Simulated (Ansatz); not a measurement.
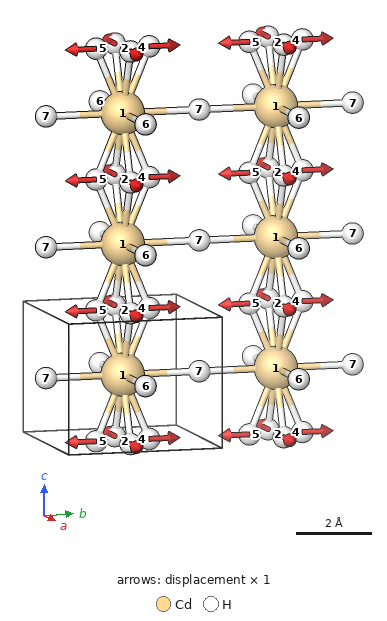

This is a relaxation of solid CdH6 (a generated structure, set up in P4/mmm) (coarse preliminary run). The starting structure is drawn; red arrows show the displacements (the part carried along by the change of the cell is left out), at their true length.

The picture is a ball-and-stick view of the cell of the calculation, repeated 1 × 2 × 3 with one cell outlined, seen slightly off an axis.

All numbers below come from DFT PBE, scalar-relativistic, plane waves, PAW in Ansatz 0.2.0. Set-up: plane-wave cutoff 420 eV; k-point mesh 4 × 4 × 6; occupations gaussian; smearing width 0.1 eV; no spin polarisation; cell and atoms relaxed; force threshold 0.04 eV/Å; at most 70 steps.

Which element moves most?

Answer. Hydrogen: up to 0.89 Å, against 0.00 Å for cadmium.

What happened in the run?

Answer. The energy falls by 8.096 eV per cell of the calculation in 28 accepted moves (33 points after the start). The largest force component goes from 3.3 to 0.0044 eV/Å. The pressure goes from 14.68 to 0.03 GPa. The line search rejected the trial step at point 9 of the run. At 4 points the geometry stayed and the basis and grid were re-selected for the new cell (energy shift of 0.256 eV per cell of the calculation at most each time). The largest moves relative to the cell, 0.89 Å, are those of H atoms. Cd stays in place. The drawn cell changes as follows: a = b 4.274 → 3.849 Å (−9.9 %), c 3.537 → 7.169 Å (+102.7 %); the volume changes by +64.4 %. Some distances before and after: H–H 2.798 → 0.748 Å, Cd–H 1.916 → 3.906 Å, Cd–H 2.137 → 1.925 Å. New bonds form: H–H (2.80 → 0.75 Å). Bonds break: Cd–H (1.92 → 3.91 Å). The space group stays P4/mmm (No. 123). The run took 52 s on 1 thread of Intel(R) Xeon(R) Platinum 8488C (Sapphire Rapids), with other jobs on the host, peak memory 0.42 GiB.
